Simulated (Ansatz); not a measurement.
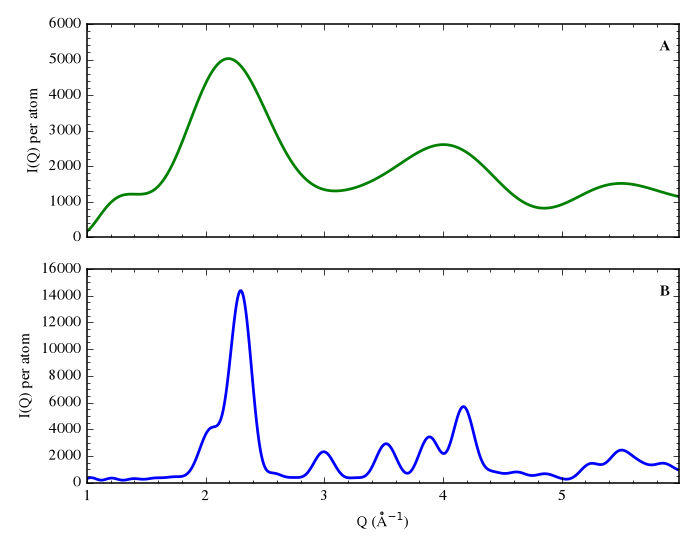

X-ray scattering of spheres cut from the crystal structure of Gd (P6_3/mmc, a = 3.567 Å, b = 3.567 Å, c = 5.692 Å, α = 90.00°, β = 90.00°, γ = 120.00°), calculated atom by atom with the Debye equation (B = 0.5 Å², no relaxation of the surface). Basis of the simulation: the geometry relaxed at fixed volume with Ansatz, DFT PBEsol, scalar-relativistic, plane waves, PAW.

> The spheres are 10 and 36 Å across. Which curve is which?

curve A: 10 Å (13 atoms); curve B: 36 Å (775 atoms). Peak widths go roughly as 2π/D, so the largest sphere has the sharpest peaks.

> Index the main peaks of the largest sphere.

Q ≈ 2.30 Å⁻¹: 002 + 101; Q ≈ 3.00 Å⁻¹: 102; Q ≈ 3.52 Å⁻¹: 110; Q ≈ 3.89 Å⁻¹: 103; Q ≈ 4.17 Å⁻¹: 112 + 201; Q ≈ 5.50 Å⁻¹: 211.
